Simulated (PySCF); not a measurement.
```xyz
24

C    -0.8131    2.8756    1.9179
C    -0.8628    1.8053    1.1953
C    -0.9178    0.7226    0.4628
C     0.2741    0.0742    0.0584
C     1.2749   -0.5011   -0.3043
Si    2.8099   -1.3675   -0.8458
C     4.3018   -0.4156   -0.1613
C    -2.2279    0.1058    0.0089
C    -2.2911    0.0970   -1.5179
C    -2.3473   -1.3104    0.5701
H    -0.8117    2.8360    2.9965
H    -0.7646    3.8597    1.4771
H     2.8417   -1.3887   -2.3157
H     2.7854   -2.7392   -0.3170
H     5.2362   -0.8869   -0.4536
H     4.3176    0.6069   -0.5285
H     4.2775   -0.3735    0.9242
H    -3.0479    0.7188    0.3995
H    -3.2246   -0.3500   -1.8540
H    -2.2325    1.1114   -1.9079
H    -1.4612   -0.4781   -1.9242
H    -2.3294   -1.2913    1.6581
H    -1.5185   -1.9234    0.2210
H    -3.2803   -1.7679    0.2478
```

Geometry: GFN2-xTB.

The calculation used PBE0/pcSseg-1, SCF density, gas phase, non-relativistic (PySCF).

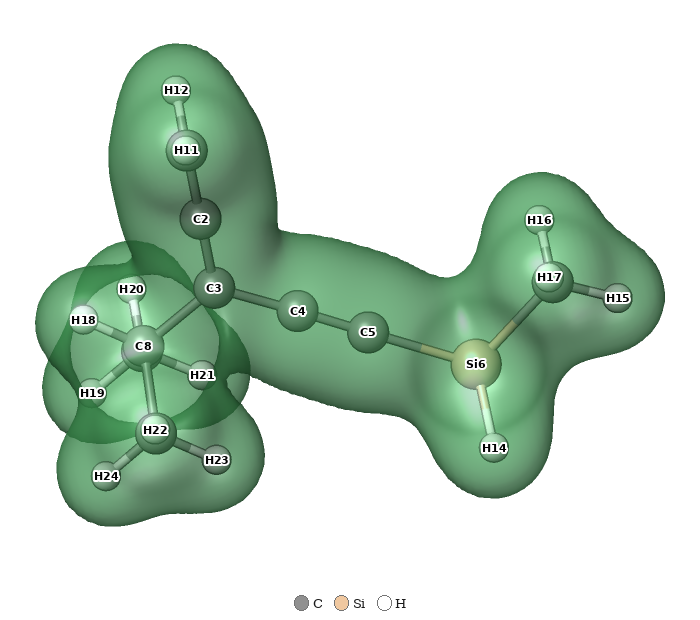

C9H14Si (SMILES C=C=C(C#C[SiH2]C)C(C)C). Isosurface of the total electron density at 0.1 e/Å³ (green), seen at a tilt.

### How is the density connected at this value?

At this value the surface is in one piece. It bridges the sampled C–C (1.21 Å), C–Si (1.84 Å), C–H (1.08 Å) and C–C (1.29 Å) contacts, where the density stays above the isovalue. On the grid the lowest density along these lines, outside the cores, is 2.7 e/Å³ (C–C, 1.21 Å), 0.77 e/Å³ (C–Si, 1.84 Å), 1.9 e/Å³ (C–H, 1.08 Å) and 2.4 e/Å³ (C–C, 1.29 Å).
